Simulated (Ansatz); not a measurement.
Fields on a plane of V3Si (A15, Cr3Si type)

```yaml
crystal:
  lattice:
    - [4.64951, 0.00000, 0.00000]
    - [0.00000, 4.64951, 0.00000]
    - [0.00000, 0.00000, 4.64951]
  atoms:
    - { symbol: V, position: [0.25000, 0.00000, 0.50000] }
    - { symbol: V, position: [0.75000, 0.00000, 0.50000] }
    - { symbol: V, position: [0.00000, 0.50000, 0.25000] }
    - { symbol: V, position: [0.00000, 0.50000, 0.75000] }
    - { symbol: V, position: [0.50000, 0.25000, 0.00000] }
    - { symbol: V, position: [0.50000, 0.75000, 0.00000] }
    - { symbol: Si, position: [0.00000, 0.00000, 0.00000] }
    - { symbol: Si, position: [0.50000, 0.50000, 0.50000] }
```

The slice is a {110} plane (indices of the conventional cell) through the point (0.250, 0.000, 0.500) (fractional), spanned by u = [100] and v = [011] in vectors of this cell: u (4.65 Å) and v (6.58 Å, at 90° to u). It covers one period; positions are fractions (u, v).

Atoms on it: V at (0.00, 0.00); V at (0.50, 0.00). Other atoms lie within 1 Å of the plane.

The numbers are results of PBEsol (plane waves to 420 eV, PAW, scalar-relativistic; Ansatz, a first-principles code), not measurements. k mesh 10×10×10. Near the nuclei the fields are pseudised (PAW); where an atom keeps semicore shells as valence, they peak there. V3Si is run without spin polarisation. V3Si was relaxed with its symmetry unable to fall.

```
|xxxx1xxxxxxxx1xxx|
|xxxx42xxxxxx24xxx|
|xxx4762xxxx2674xx|
|34689875335789864|
|88888888888888888|
|99764568998654679|
|9850x03699630x058|
|862xxxx4774xxxx26|
|760xxxx3773xxxx06|
|861xxxx4774xxxx16|
|9740x02688620x047|
|98520037997300258|
|9740x02688620x047|
|861xxxx4774xxxx16|
|760xxxx3773xxxx06|
|862xxxx4774xxxx26|
|9850x03699630x058|
|99764568998654679|
|88888888888888888|
|34689875335789864|
|xxx4762xxxx2674xx|
|xxxx42xxxxxx24xxx|
|xxxx1xxxxxxxx1xxx|
|xxxx0xxxxxxxx0xxx|
```
Scale: ten equal steps from 2.00 (start of '0') to 10.72 (end of '9'), in the order '0123456789'. Values: electrostatic potential energy of an electron, from the cell's mean, in eV. The map has 17 points along u (one character each, u = 0 at the left) and 24 along v (v = 0 in the bottom row). Points within 1 Å of a nucleus are blanked (x), as the pseudised field means little there. Values under 2 eV are set to 2. The zero, the cell's mean, hangs on the PAW cores.

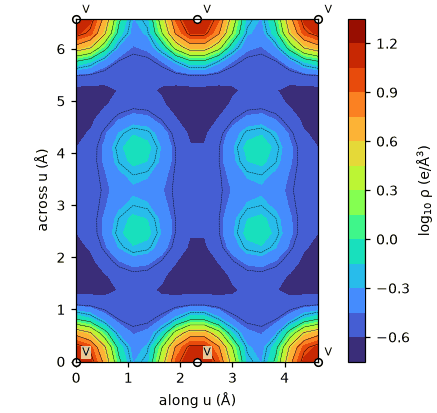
Log₁₀ of the valence density in e/Å³, one period of the plane, atoms marked. The scale is logarithmic, as a density can span decades between atoms and voids.

| Quantity | Result |
|---|---|
| Density on the V–V line (2.32 Å) at its midpoint | 0.46 e/Å³ |
| ELF at that point | 0.2 |
